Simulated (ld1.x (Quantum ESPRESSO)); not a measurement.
# As: pseudopotential generation

System: arsenic (As, Z = 33), core [Ar], reference valence 3d10 4s2 4p3, valence charge 15.
Method: ultrasoft potential, PBEsol, scalar-relativistic, made with ld1.x (Quantum ESPRESSO) 7.5.

## Input
```
 &input
   title='As', zed=33., rel=1, dft='PBESOL', iswitch=3,
   config='[Ar] 3d10 4s2 4p3 4f-2',
   nld=4, rlderiv=2.20, eminld=-5.0, emaxld=5.0, deld=0.02
 /
 &inputp
   pseudotype=3, tm=.true., lloc=-1, rcloc=1.90,
   nlcc=.true.,
   file_pseudopw='As.UPF', file_wfcaegen='ae.wfc', file_wfcncgen='nc.wfc', file_beta='beta', file_chi='chi', file_wfcusgen='us.wfc'
 /
8
4S  1  0   2.00   0.00  1.10  1.25  0.0
4S  1  0   0.00  -0.70  1.10  1.25  0.0
4P  2  1   3.00   0.00  1.85  2.00  0.0
4P  2  1   0.00   4.05  1.85  2.00  0.0
3D  3  2  10.00   0.00  1.25  1.35  0.0
3D  3  2   0.00  -0.95  1.25  1.35  0.0
4F  4  3  -2.00   0.15  1.20  1.55  0.0
4F  4  3  -2.00   0.70  1.20  1.55  0.0
 &test
   configts(1)='3d10 4s2 4p3'
 /
```

Run as:
```bash
ld1.x < As.in > As.out
```

## Output
```
     Program LD1 v.7.5
     --------------------------- All-electron run ----------------------------

     As
     scalar relativistic calculation

     atomic number is 33.00
     dft =PBESOL   lsd =0 sic =0 latt =0  beta=0.20 tr2=1.0E-14
     Exchange-correlation= PBESOL
                           (   1   4  10   8   0   0   0)
     mesh =1209 r(mesh) =  99.83237 a.u. xmin = -7.00 dx = 0.01250
     1 Ry =  13.60569312 eV, c = 137.03599908

     n l     nl                  e(Ry)          e(Ha)          e(eV)
     1 0     1S 1( 2.00)      -860.6729      -430.3364    -11710.0509
     2 0     2S 1( 2.00)      -109.1867       -54.5933     -1485.5603
     2 1     2P 1( 6.00)       -95.7684       -47.8842     -1302.9950
     3 0     3S 1( 2.00)       -13.9578        -6.9789      -189.9058
     3 1     3P 1( 6.00)        -9.8096        -4.9048      -133.4666
     3 2     3D 1(10.00)        -2.9872        -1.4936       -40.6427
     4 0     4S 1( 2.00)        -1.0659        -0.5330       -14.5029
     4 1     4P 1( 3.00)        -0.3819        -0.1910        -5.1963

     final scf error:  1.5E-15 reached in  40 iterations

     Etot =   -4518.415180 Ry,   -2259.207590 Ha,  -61476.170341 eV

     Ekin =    4604.970496 Ry,    2302.485248 Ha,   62653.815405 eV
     Encl =  -10894.717877 Ry,   -5447.358938 Ha, -148230.188093 eV
     Eh   =    1935.294932 Ry,     967.647466 Ha,   26331.028953 eV
     Exc  =    -163.962731 Ry,     -81.981366 Ha,   -2230.826606 eV

     normalization and overlap integrals

     s(1S/1S) =  1.000000  <r> =   0.0455  <r2> =    0.0028  r(max) =   0.0299
     s(2S/2S) =  1.000000  <r> =   0.2029  <r2> =    0.0485  r(max) =   0.1701
     s(2P/2P) =  1.000000  <r> =   0.1773  <r2> =    0.0385  r(max) =   0.1358
     s(3S/3S) =  1.000000  <r> =   0.5988  <r2> =    0.4133  r(max) =   0.5239
     s(3P/3P) =  1.000000  <r> =   0.6175  <r2> =    0.4483  r(max) =   0.5239
     s(3D/3D) =  1.000000  <r> =   0.6785  <r2> =    0.5828  r(max) =   0.4740
     s(4S/4S) =  1.000000  <r> =   1.9385  <r2> =    4.3334  r(max) =   1.6136
     s(4P/4P) =  1.000000  <r> =   2.5462  <r2> =    7.6984  r(max) =   1.9709

     ------------------------ End of All-electron run ------------------------

     --------------------- Generating US pseudopotential ---------------------

      Generating local potential from pseudized AE potential:
      Matching radius rcloc =   1.9000

      Local pseudo, rcloc= 1.922 Estimated cut-off energy=     6.65 Ry

      Computing core charge for nlcc:

       r > 0.28 : true rho core
       r < 0.28 : rho core = a sin(br)/r    a=  97.90  b=   8.89

      Integrated core pseudo-charge :  11.73

      Wfc   4S  rcut= 1.109  Using Troullier-Martins method
      Wfc-us  4S rcutus= 1.257  Estimated cut-off energy=    75.18 Ry

      Wfc   4S  rcut= 1.109  Using Troullier-Martins method
      Wfc-us  4S rcutus= 1.257  Estimated cut-off energy=    75.54 Ry

      Wfc   4P  rcut= 1.828  Using Troullier-Martins method
      Wfc-us  4P rcutus= 2.021  Estimated cut-off energy=    18.38 Ry

      Wfc   4P  rcut= 1.828  Using Troullier-Martins method
      Wfc-us  4P rcutus= 2.021  Estimated cut-off energy=    34.10 Ry

      Wfc   3D  rcut= 1.257  Using Troullier-Martins method
      Wfc-us  3D rcutus= 1.355  Estimated cut-off energy=    65.51 Ry

      Wfc   3D  rcut= 1.257  Using Troullier-Martins method
      Wfc-us  3D rcutus= 1.355  Estimated cut-off energy=   114.53 Ry

      Wfc   4F  rcut= 1.195  Using Troullier-Martins method
      Wfc-us  4F rcutus= 1.535  Estimated cut-off energy=    59.19 Ry

      Wfc   4F  rcut= 1.195  Using Troullier-Martins method
      Wfc-us  4F rcutus= 1.535  Estimated cut-off energy=    59.60 Ry

       Warning: n=1, l=0 expected 0 nodes, found 1
       Setting wfc to zero for this iteration
       (This warning will only be printed once per wavefunction)

       Zero norm: self consistency problem; state:  2 (l=  0, j=0.0)

     ------------------- End of pseudopotential generation -------------------

     --------------------------- All-electron run ----------------------------

     As
     scalar relativistic calculation

     atomic number is 33.00
     dft =PBESOL   lsd =0 sic =0 latt =0  beta=0.20 tr2=1.0E-14
     Exchange-correlation= PBESOL
                           (   1   4  10   8   0   0   0)
     mesh =1209 r(mesh) =  99.83237 a.u. xmin = -7.00 dx = 0.01250
     1 Ry =  13.60569312 eV, c = 137.03599908

     n l     nl                  e(Ry)          e(Ha)          e(eV)
     1 0     1S 1( 2.00)      -860.6729      -430.3364    -11710.0509
     2 0     2S 1( 2.00)      -109.1867       -54.5933     -1485.5603
     2 1     2P 1( 6.00)       -95.7684       -47.8842     -1302.9950
     3 0     3S 1( 2.00)       -13.9578        -6.9789      -189.9058
     3 1     3P 1( 6.00)        -9.8096        -4.9048      -133.4666
     3 2     3D 1(10.00)        -2.9872        -1.4936       -40.6427
     4 0     4S 1( 2.00)        -1.0659        -0.5330       -14.5029
     4 1     4P 1( 3.00)        -0.3819        -0.1910        -5.1963

     final scf error:  1.5E-15 reached in  40 iterations

     Etot =   -4518.415180 Ry,   -2259.207590 Ha,  -61476.170341 eV

     Ekin =    4604.970496 Ry,    2302.485248 Ha,   62653.815405 eV
     Encl =  -10894.717877 Ry,   -5447.358938 Ha, -148230.188093 eV
     Eh   =    1935.294932 Ry,     967.647466 Ha,   26331.028953 eV
     Exc  =    -163.962731 Ry,     -81.981366 Ha,   -2230.826606 eV

     normalization and overlap integrals

     s(1S/1S) =  1.000000  <r> =   0.0455  <r2> =    0.0028  r(max) =   0.0299
     s(2S/2S) =  1.000000  <r> =   0.2029  <r2> =    0.0485  r(max) =   0.1701
     s(2P/2P) =  1.000000  <r> =   0.1773  <r2> =    0.0385  r(max) =   0.1358
     s(3S/3S) =  1.000000  <r> =   0.5988  <r2> =    0.4133  r(max) =   0.5239
     s(3P/3P) =  1.000000  <r> =   0.6175  <r2> =    0.4483  r(max) =   0.5239
     s(3D/3D) =  1.000000  <r> =   0.6785  <r2> =    0.5828  r(max) =   0.4740
     s(4S/4S) =  1.000000  <r> =   1.9385  <r2> =    4.3334  r(max) =   1.6136
     s(4P/4P) =  1.000000  <r> =   2.5462  <r2> =    7.6984  r(max) =   1.9709

     ------------------------ End of All-electron run ------------------------

     Computing logarithmic derivative in   2.19189
       Zero norm: self consistency problem; state:  2 (l=  0, j=0.0)

       Warning: n=3, l=2 expected 0 nodes, found 2
       Setting wfc to zero for this iteration
       (This warning will only be printed once per wavefunction)

       Zero norm: self consistency problem; state:  1 (l=  2, j=0.0)
       Zero norm: self consistency problem; state:  2 (l=  0, j=0.0)
       Zero norm: self consistency problem; state:  2 (l=  0, j=0.0)
       Zero norm: self consistency problem; state:  1 (l=  2, j=0.0)
       Zero norm: self consistency problem; state:  2 (l=  0, j=0.0)
       Zero norm: self consistency problem; state:  2 (l=  0, j=0.0)
       Zero norm: self consistency problem; state:  1 (l=  2, j=0.0)
       Zero norm: self consistency problem; state:  2 (l=  0, j=0.0)

       Warning: n=2, l=1 expected 0 nodes, found 4
       Setting wfc to zero for this iteration
       (This warning will only be printed once per wavefunction)

       Zero norm: self consistency problem; state:  3 (l=  1, j=0.0)
       Zero norm: self consistency problem; state:  1 (l=  2, j=0.0)
       Zero norm: self consistency problem; state:  2 (l=  0, j=0.0)
       Zero norm: self consistency problem; state:  1 (l=  2, j=0.0)
       Zero norm: self consistency problem; state:  2 (l=  0, j=0.0)
       Zero norm: self consistency problem; state:  3 (l=  1, j=0.0)
       Zero norm: self consistency problem; state:  1 (l=  2, j=0.0)
       Zero norm: self consistency problem; state:  2 (l=  0, j=0.0)
       Zero norm: self consistency problem; state:  3 (l=  1, j=0.0)
       Zero norm: self consistency problem; state:  1 (l=  2, j=0.0)
       Zero norm: self consistency problem; state:  2 (l=  0, j=0.0)
       Zero norm: self consistency problem; state:  3 (l=  1, j=0.0)
       Zero norm: self consistency problem; state:  1 (l=  2, j=0.0)
       Zero norm: self consistency problem; state:  2 (l=  0, j=0.0)
       Zero norm: self consistency problem; state:  3 (l=  1, j=0.0)
       Zero norm: self consistency problem; state:  1 (l=  2, j=0.0)
       Zero norm: self consistency problem; state:  2 (l=  0, j=0.0)
       Zero norm: self consistency problem; state:  3 (l=  1, j=0.0)
       Zero norm: self consistency problem; state:  1 (l=  2, j=0.0)
       Zero norm: self consistency problem; state:  2 (l=  0, j=0.0)
       Zero norm: self consistency problem; state:  3 (l=  1, j=0.0)
       Zero norm: self consistency problem; state:  1 (l=  2, j=0.0)
       Zero norm: self consistency problem; state:  2 (l=  0, j=0.0)
       Zero norm: self consistency problem; state:  3 (l=  1, j=0.0)
       Zero norm: self consistency problem; state:  1 (l=  2, j=0.0)
       Zero norm: self consistency problem; state:  2 (l=  0, j=0.0)
       Zero norm: self consistency problem; state:  3 (l=  1, j=0.0)
       Zero norm: self consistency problem; state:  1 (l=  2, j=0.0)
       Zero norm: self consistency problem; state:  2 (l=  0, j=0.0)
       Zero norm: self consistency problem; state:  3 (l=  1, j=0.0)
       Zero norm: self consistency problem; state:  1 (l=  2, j=0.0)
       Zero norm: self consistency problem; state:  2 (l=  0, j=0.0)
       Zero norm: self consistency problem; state:  3 (l=  1, j=0.0)
       Zero norm: self consistency problem; state:  1 (l=  2, j=0.0)
       Zero norm: self consistency problem; state:  2 (l=  0, j=0.0)
       Zero norm: self consistency problem; state:  3 (l=  1, j=0.0)
       Zero norm: self consistency problem; state:  1 (l=  2, j=0.0)
       Zero norm: self consistency problem; state:  2 (l=  0, j=0.0)
       Zero norm: self consistency problem; state:  3 (l=  1, j=0.0)
       Zero norm: self consistency problem; state:  1 (l=  2, j=0.0)
       Zero norm: self consistency problem; state:  2 (l=  0, j=0.0)
       Zero norm: self consistency problem; state:  3 (l=  1, j=0.0)
       Zero norm: self consistency problem; state:  1 (l=  2, j=0.0)
       Zero norm: self consistency problem; state:  2 (l=  0, j=0.0)
       Zero norm: self consistency problem; state:  3 (l=  1, j=0.0)
       Zero norm: self consistency problem; state:  1 (l=  2, j=0.0)
       Zero norm: self consistency problem; state:  2 (l=  0, j=0.0)
       Zero norm: self consistency problem; state:  3 (l=  1, j=0.0)

 %%%%%%%%%%%%%%%%%%%%%%%%%%%%%%%%%%%%%%%%%%%%%%%%%%%%%%%%%%%%%%%%%%%%%%%%%%%%%%
     Error in routine run_pseudo (1):
     Errors in PS-KS equation
 %%%%%%%%%%%%%%%%%%%%%%%%%%%%%%%%%%%%%%%%%%%%%%%%%%%%%%%%%%%%%%%%%%%%%%%%%%%%%%

     stopping ...
```

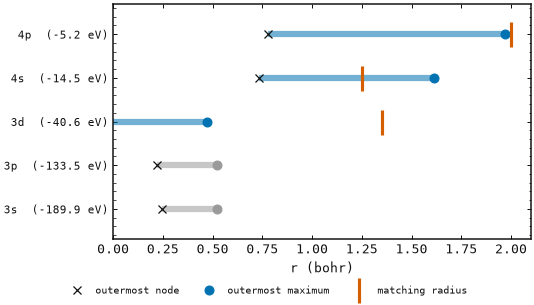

Figure 1. Outer shells of the all-electron reference atom: each bar runs from the outermost node (or the nucleus) to the outermost maximum of u(r); the tick is the radius chosen for the pseudo-wave. Shells without a tick have no pseudo-wave of their own. Levels, nodes and maxima are from ld1.x, scalar-relativistic.

- Radii against the shells: 3d: 1.35 bohr, outside the maximum; 4s: 1.25 bohr, between node and maximum; 4p: 2.00 bohr, outside the maximum.

## What the run reported

```tsv
quantity	value
outcome	ended with an error
hardware	1 CPU thread, shared host
wall time	0.96 s
```

## Diagnosis

The generator stopped with the message “run_pseudo: Errors in PS-KS equation”. In words: the pseudo-atom solver did not find the valence states with the expected number of nodes, which is the usual sign of a ghost state.
